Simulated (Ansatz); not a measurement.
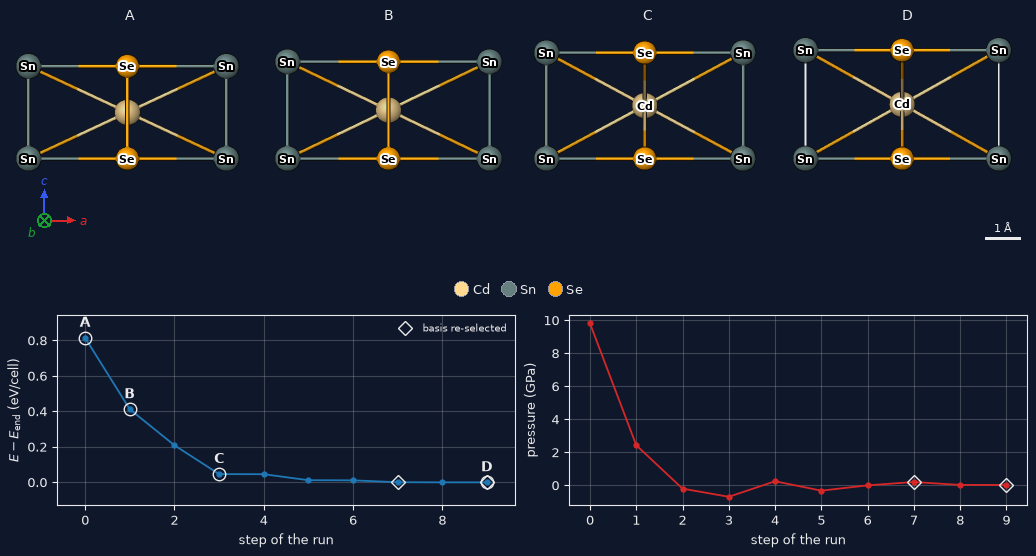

Frames of a relaxation of crystalline CdSnSe2 (a generated structure, set up in P4/mmm) (coarse preliminary run), marked on the history of the run. A ball-and-stick model of the cell of the calculation, seen along the b axis.

All numbers below come from Ansatz, DFT PBE, scalar-relativistic, plane waves, PAW.

Input file:
```yaml
crystal:
  lattice:
    - [5.75398714, 0.0, 0.0]
    - [0.0, 5.75398714, 0.0]
    - [0.0, 0.0, 2.68616971]
  atoms:
    - { symbol: Cd, position: [0.5, 0.5, 0.5] }
    - { symbol: Sn, position: [0.0, 0.0, 0.0] }
    - { symbol: Se, position: [0.5, 0.0, 0.0] }
    - { symbol: Se, position: [0.0, 0.5, 0.0] }
basis:
  ecutwfc: 420
kpoints:
  mp_grid: { grid: [4, 4, 6] }
hamiltonian:
  xc: pbe
scf:
  occupations: { method: gaussian, width: 0.1 }
  lower_state_search: "off"
output:
  forces: true
  stress: true
  eigenvalues: true
relax:
  adjacent_minimum: "off"
  f_tol: 0.04
  max_steps: 70
  cell: { stress_tol: 0.4 }
```

Command:
```bash
ansatz run input.yaml --threads 1 --pin off --max-ram 2048MiB --backend cpu --events-out ev --progress --plain --runs-dir out
```

What happens along the run?

Answer. No atom moves by more than 0.005 Å relative to the cell. Cell: a = b 5.754 → 5.620 Å (−2.3 %), c 2.686 → 3.150 Å (+17.3 %). Volume +11.9 %. Among the contacts that change: Cd1–Cd1 2.686 → 3.150 Å, Se3–Se3 2.686 → 3.150 Å, Sn2–Sn2 2.686 → 3.150 Å, Sn2–Se3 2.877 → 2.810 Å. Bond angles that change, for instance: Cd1–Se3–Cd1 130.0° → 121.5°. The space group stays P4/mmm (No. 123). The energy falls by 0.815 eV per cell of the calculation in 7 accepted moves (9 points after the start). All forces vanish by symmetry, so only the cell relaxes. The pressure goes from 9.81 to 0.03 GPa. At 2 points the geometry stayed and the basis and grid were re-selected for the new cell (energy shift of 10.5 meV per cell of the calculation at most each time). From step 0 to 1: volume +9.3 %, energy −0.403 eV per cell of the calculation. From step 1 to 3: volume +3.6 %, energy −0.366 eV per cell of the calculation. From step 3 to 9: volume −1.2 %, energy −46.5 meV per cell of the calculation.

```json
{"step": "0", "E − E(0), meV/atom": "0.00", "pressure, GPa": "9.81", "volume, Å³/atom": "22.234", "note": ""}
{"step": "1", "E − E(0), meV/atom": "-100.68", "pressure, GPa": "2.43", "volume, Å³/atom": "24.301", "note": ""}
{"step": "2", "E − E(0), meV/atom": "-151.45", "pressure, GPa": "-0.20", "volume, Å³/atom": "25.143", "note": ""}
{"step": "3", "E − E(0), meV/atom": "-192.06", "pressure, GPa": "-0.69", "volume, Å³/atom": "25.167", "note": ""}
{"step": "4", "E − E(0), meV/atom": "-192.21", "pressure, GPa": "0.25", "volume, Å³/atom": "24.750", "note": ""}
{"step": "5", "E − E(0), meV/atom": "-200.63", "pressure, GPa": "-0.32", "volume, Å³/atom": "24.926", "note": ""}
{"step": "6", "E − E(0), meV/atom": "-200.86", "pressure, GPa": "0.00", "volume, Å³/atom": "24.781", "note": ""}
{"step": "7", "E − E(0), meV/atom": "-203.49", "pressure, GPa": "0.21", "volume, Å³/atom": "24.781", "note": "same geometry, new basis"}
{"step": "8", "E − E(0), meV/atom": "-203.66", "pressure, GPa": "0.03", "volume, Å³/atom": "24.876", "note": ""}
{"step": "9", "E − E(0), meV/atom": "-203.68", "pressure, GPa": "0.03", "volume, Å³/atom": "24.876", "note": "same geometry, new basis"}
```

Limits of the set-up: the k-point mesh is coarse for a cell with partly filled bands.
